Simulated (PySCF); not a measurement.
**C3H4ClF3Ge: density, localisation and related maps**

Input file:

```
{"job": {"kind": "uv", "xc": "PBE0", "basis": "def2-SVPD", "nstates": 8, "ntriplets": 3}, "charge": 0, "multiplicity": 1}
F     -0.397077     1.976631     1.215270
C      0.005054     1.250387     0.133034
C     -1.067399     0.263364    -0.342830
C     -0.425701    -1.129103    -0.354899
F     -1.122889    -2.031961     0.392920
Ge     1.320823    -0.342725     0.503643
F      2.509337    -0.281400    -0.850408
Cl     2.471142    -0.898648     2.191343
H      0.342708     1.965142    -0.620493
H     -1.887263     0.264087     0.377229
H     -1.449973     0.534092    -1.325313
H     -0.297565    -1.570552    -1.345522
```

Launched as:

```sh
OMP_NUM_THREADS=1 python probes_run.py task.json out
```

Geometry: GFN2-xTB.

These are results of PySCF, PBE0/def2-SVPD, SCF density, gas phase, not measurements.

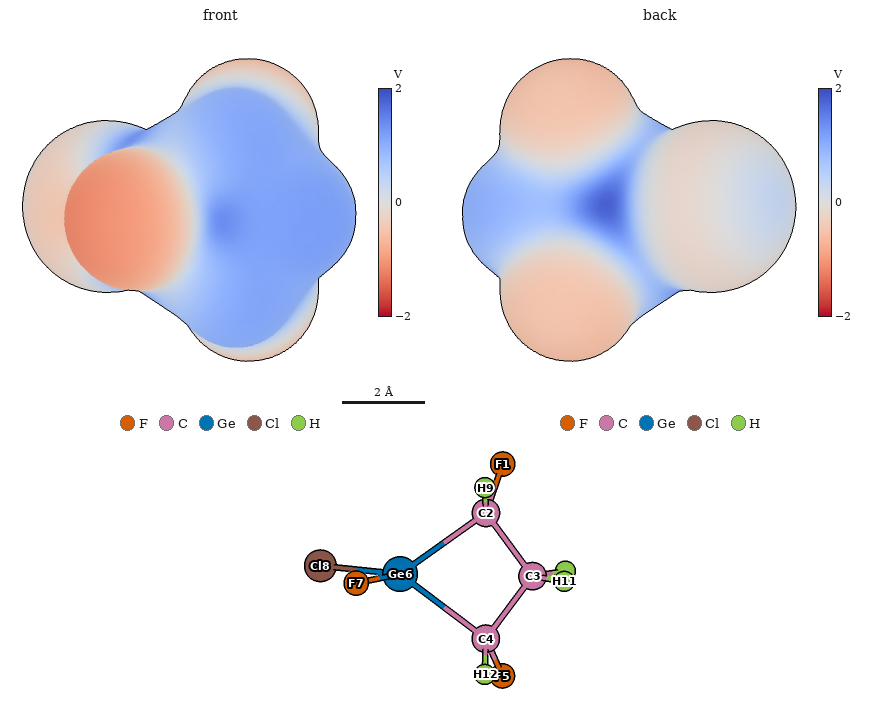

Figure 1. The molecular electrostatic potential painted on the density surface at 0.001 e/bohr³, seen from the front and from behind; the colour scale runs from red (negative) to blue (positive). The bare structure is drawn below in the same view.

Question: Where is the surface potential most negative and most positive?

Answer: The most negative region (about −1.1 V, or −25 kcal/mol for a unit charge) lies over F7, the most positive (about +1.6 V, or +37 kcal/mol for a unit charge) over Ge6. Cl8 shows a σ-hole: about +0.3 V, or +7 kcal/mol for a unit charge at the tip opposite its bond, against about −0.2 V on its flanks.

Question: How polar is the molecule by this calculation?

Answer: Its dipole moment is 2.30 D.

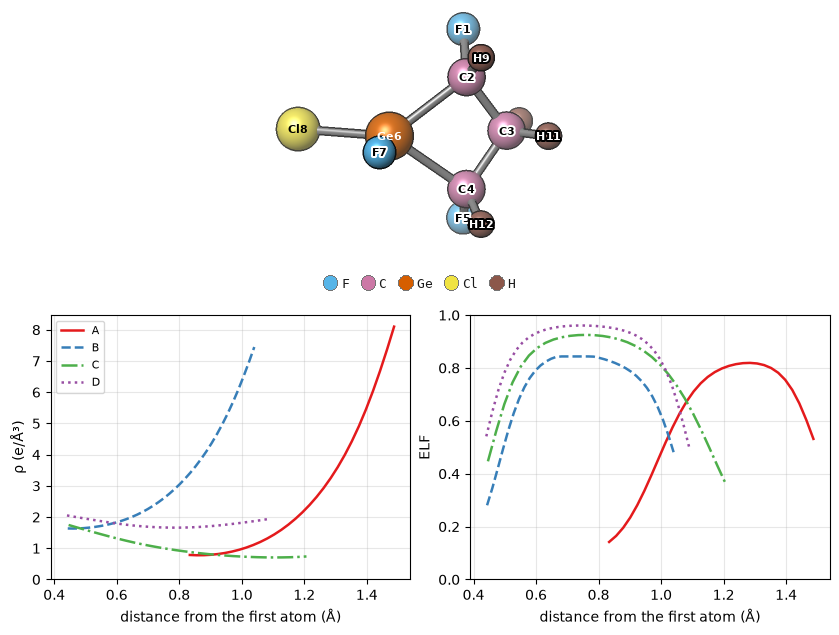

Figure 2. Electron density and electron localisation function along straight lines between neighbouring atoms. The curves leave out the atomic cores. The structure is drawn too.

Question: Which curve belongs to which contact (C–C, C–F, C–Ge and Ge–F)? The first atom named is at distance zero.

Answer: Curve A: Ge–F (1.80 Å): the density is about 0.79 e/Å³ at the midpoint; the ELF peaks at about 0.80 in the valence shell of F, 0.5 Å from its nucleus, and is about 0.25 at the midpoint. Curve B: C–F (1.36 Å): the density is about 2.2 e/Å³ at the midpoint, with its minimum of 1.6 e/Å³ about 0.5 Å from C; the ELF peaks at about 0.85 between the atoms, as expected for a polar covalent bond. Curve C: C–Ge (2.10 Å): ρ at the midpoint is about 0.71 e/Å³; the ELF peaks at about 0.95 in the valence shell of C, 0.8 Å from its nucleus, and is about 0.75 at the midpoint. Curve D: C–C (1.53 Å): ρ is about 1.7 e/Å³ halfway; the ELF peaks at about 0.95 between the atoms, as expected for localised, covalent bonding.
